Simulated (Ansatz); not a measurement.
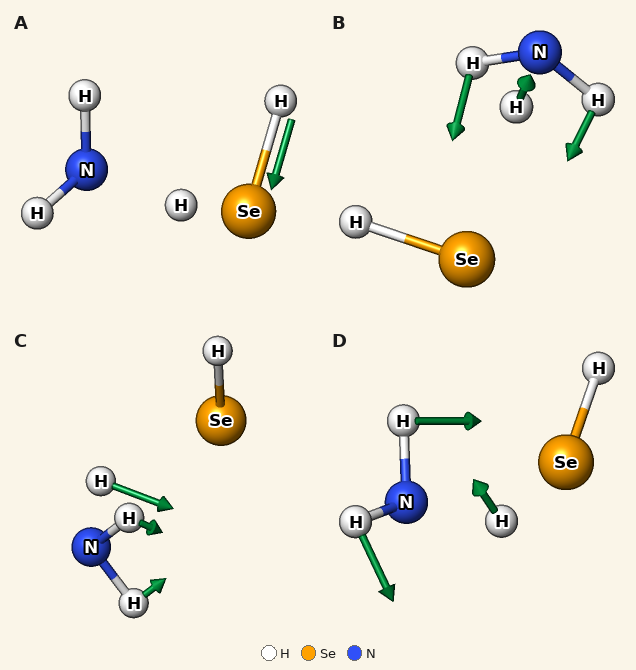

4 normal modes of one molecule or complex, as arrows. State: neutral, doublet. Harmonic vibrations computed with UKS PBE0-D4/def2-SVP (Ansatz 0.2.0) at a stationary point of the same level. It is a saddle point of order 1.

**Match the panels to the wavenumbers 714 cm⁻¹, 1333 cm⁻¹, 1579 cm⁻¹, 2452 cm⁻¹.**

A: 2452 cm⁻¹, Se–H stretching
B: 714 cm⁻¹
C: 1333 cm⁻¹
D: 1579 cm⁻¹, H–N–H bending
